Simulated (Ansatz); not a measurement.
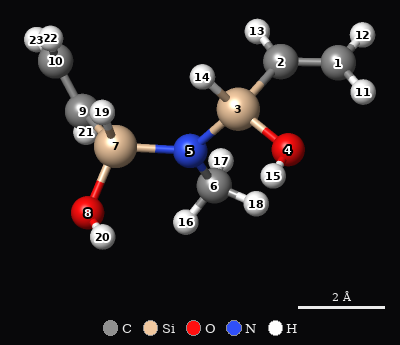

This is the input geometry for a relaxation of C5H13NO2Si2. The picture is a ball-and-stick view, seen at a tilt.

The start comes from PBE-D4/def2-SVP.

All numbers below come from RKS PBE0-D4/def2-TZVP (Ansatz).

Input
```yaml
crystal:
  periodic: [false, false, false]
  atoms:
    - {symbol: C, position_ang: [-0.457138, 0.168796, -3.696205]}
    - {symbol: C, position_ang: [0.200841, 0.263858, -2.522970]}
    - {symbol: Si, position_ang: [0.181518, -1.074412, -1.220144]}
    - {symbol: O, position_ang: [-0.823819, -2.256967, -1.884129]}
    - {symbol: N, position_ang: [-0.449546, -0.471501, 0.304688]}
    - {symbol: C, position_ang: [-1.780516, 0.160790, 0.268116]}
    - {symbol: Si, position_ang: [0.466925, -0.332942, 1.798736]}
    - {symbol: O, position_ang: [-0.479569, -0.864659, 3.090304]}
    - {symbol: C, position_ang: [0.908518, 1.430038, 2.230666]}
    - {symbol: C, position_ang: [2.182610, 1.871421, 2.240605]}
    - {symbol: H, position_ang: [-1.033197, -0.737101, -3.952125]}
    - {symbol: H, position_ang: [-0.453724, 0.982359, -4.443246]}
    - {symbol: H, position_ang: [0.768322, 1.189019, -2.305398]}
    - {symbol: H, position_ang: [1.551640, -1.607209, -0.905579]}
    - {symbol: H, position_ang: [-0.904630, -3.062272, -1.344824]}
    - {symbol: H, position_ang: [-2.254379, 0.125673, 1.271485]}
    - {symbol: H, position_ang: [-1.742920, 1.224796, -0.057775]}
    - {symbol: H, position_ang: [-2.452595, -0.378398, -0.432407]}
    - {symbol: H, position_ang: [1.723983, -1.134533, 1.603559]}
    - {symbol: H, position_ang: [-0.825898, -1.767425, 2.979702]}
    - {symbol: H, position_ang: [0.101085, 2.148826, 2.466388]}
    - {symbol: H, position_ang: [3.030354, 1.196735, 2.022455]}
    - {symbol: H, position_ang: [2.446935, 2.918008, 2.473597]}
basis:
  gaussian: {orbitals: def2-TZVP}
hamiltonian: {xc: pbe0, dispersion: d4}
relax: {f_tol: 0.005, max_steps: 150}
```

What does the optimiser find from here?

Answer. The atom that moves furthest after the best rigid fit is H22 (0.15 Å). By element the largest moves are H 0.15 Å, O 0.09 Å, C 0.08 Å, Si 0.03 Å, N 0.02 Å. Near-neighbour distances that change, for instance: Si3–O4 1.688 → 1.651 Å, N5–Si7 1.758 → 1.724 Å, C6–H17 1.113 → 1.095 Å, C1–C2 1.349 → 1.330 Å. Among the angles between lasting bonds that change: Si3–O4–H15 114.3° → 116.9°. Over 16 geometry steps the energy falls by 16.0 kJ/mol. The largest force component goes from 0.88 to 0.0029 eV/Å.

History of the run:

```csv
step,"E − E(0), kJ/mol","largest force component, eV/Å"
0,0.00,0.8751
1,-13.09,0.5150
2,-14.50,0.3431
3,-15.20,0.2130
4,-15.84,0.0551
5,-15.90,0.0314
6,-15.94,0.0263
7,-15.96,0.0190
8,-15.97,0.0102
9,-15.97,0.0080
10,-15.98,0.0088
11,-15.98,0.0138
12,-15.99,0.0143
13,-15.99,0.0087
14,-15.99,0.0054
15,-15.99,0.0068
16,-15.99,0.0029
```

The structure at the end:

```xyz
23

C    -0.4418    0.1473   -3.6614
C     0.1952    0.2423   -2.4974
Si    0.1611   -1.0723   -1.1941
O    -0.8261   -2.2363   -1.8232
N    -0.4356   -0.4585    0.3024
C    -1.7405    0.2125    0.2606
Si    0.4616   -0.3405    1.7700
O    -0.4280   -0.9179    3.0345
C     0.8689    1.4026    2.2449
C     2.1150    1.8662    2.2006
H    -1.0197   -0.7359   -3.9158
H    -0.4133    0.9404   -4.4040
H     0.7607    1.1507   -2.2904
H     1.5128   -1.6143   -0.9007
H    -0.9131   -3.0476   -1.3221
H    -2.2184    0.1891    1.2436
H    -1.6542    1.2584   -0.0521
H    -2.4127   -0.2905   -0.4392
H     1.7192   -1.1023    1.5596
H    -0.7778   -1.8058    2.9469
H     0.0774    2.0817    2.5589
H     2.9475    1.2327    1.9039
H     2.3670    2.8908    2.4601
```

The end point in the same view:

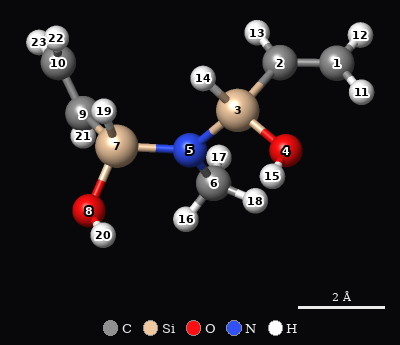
